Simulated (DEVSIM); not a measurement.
System: Schottky contact on p-type GaAs, at 400 K.

```csv
layer (left to right),material,thickness (μm),Na (cm⁻³),τn (s),τp (s)
1,GaAs,1.60,1.2e15,1.7e-8,1.7e-8
2,GaAs,1.30,6.2e17,1.7e-7,1.7e-8
```

Left contact: Schottky, work function 4.724 eV, emission velocity 3.3e6 cm/s. Right contact: ohmic. Voltage is applied to the left contact. Recombination: SRH at mid-gap, radiative, Auger. Mobility is μmin + (μ − μmin)/(1 + (N/Nref)^α).

The device is made up for the run: typed textbook-type constants, with dimensions and the other settings drawn at random. Values at 300 K; Nc and Nv go as T^1.5, mobilities as T to minus their exponent, the gap by Varshni's rule with the affinity fixed.

| parameter | GaAs |
|---|---|
| gap (eV) | 1.424 |
| affinity (eV) | 4.07 |
| permittivity | 12.9 |
| Nc (cm⁻³) | 4.7e17 |
| Nv (cm⁻³) | 9e18 |
| μn (cm²/Vs) | 8500 |
| μp (cm²/Vs) | 400 |
| μn,min | 500 |
| μp,min | 20 |
| Nref,n | 6e16 |
| Nref,p | 1.5e17 |
| αn | 0.39 |
| αp | 0.38 |
| T exponent of μn | 2.1 |
| T exponent of μp | 2.2 |
| B (cm³/s) | 2e-10 |
| Cn (cm⁶/s) | 1e-30 |
| Cp (cm⁶/s) | 1e-30 |
| Varshni α (eV/K) | 0.000541 |
| Varshni β (K) | 204 |

Model (solved in DEVSIM): 1D drift-diffusion, Boltzmann statistics, complete ionisation; no tunnelling, impact ionisation, image-force lowering or self-heating. Metal contacts follow the ideal Schottky-Mott rule: no Fermi-level pinning, no interface dipoles.

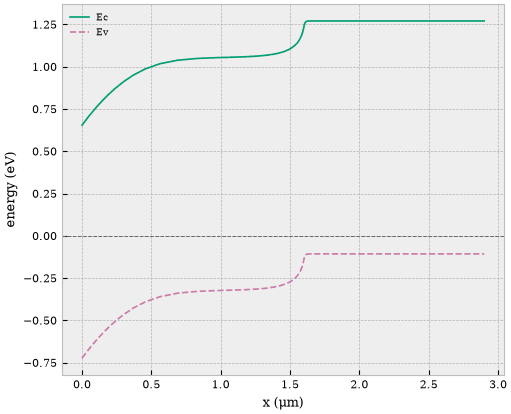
Figure: Band edges at zero bias

Energies count from the Fermi level of the right contact; mesh points crowd at the junctions.

```
x (μm)   Ec (eV)  Ev (eV)  n (cm⁻³)  p (cm⁻³)  field (V/cm)
-------  -------  -------  --------  --------  ------------
0.000      0.654   -0.723     4.2e9    1.1e10         11000
0.02008    0.676   -0.701     2.2e9    2.0e10         11000
0.05643    0.714   -0.663     7.3e8    6.1e10         10000
0.1222     0.777   -0.600     1.2e8    3.8e11          9100
0.2996     0.911   -0.466   2400000    1.9e13          6100
0.5625     1.017   -0.360    110000    4.1e14          2200
0.9743     1.053   -0.324     39000    1.2e15           240
1.330      1.067   -0.310     26000    1.7e15           970
1.462      1.091   -0.286     13000    3.4e15          3100
1.535      1.126   -0.252      4700    9.4e15          7400
1.575      1.170   -0.207      1300    3.4e16         17000
1.603      1.249   -0.128       130    3.4e17         30000
1.626      1.270   -0.108     < 1e2    6.1e17          1000
1.666      1.270   -0.107     < 1e2    6.2e17           ≈ 0
1.775      1.270   -0.107     < 1e2    6.2e17           ≈ 0
1.936      1.270   -0.107     < 1e2    6.2e17           ≈ 0
2.225      1.270   -0.107     < 1e2    6.2e17           ≈ 0
2.535      1.270   -0.107     < 1e2    6.2e17           ≈ 0
2.747      1.270   -0.107     < 1e2    6.2e17           ≈ 0
2.826      1.270   -0.107     < 1e2    6.2e17           ≈ 0
2.870      1.270   -0.107     < 1e2    6.2e17           ≈ 0
2.900      1.270   -0.107     < 1e2    6.2e17           ≈ 0
```
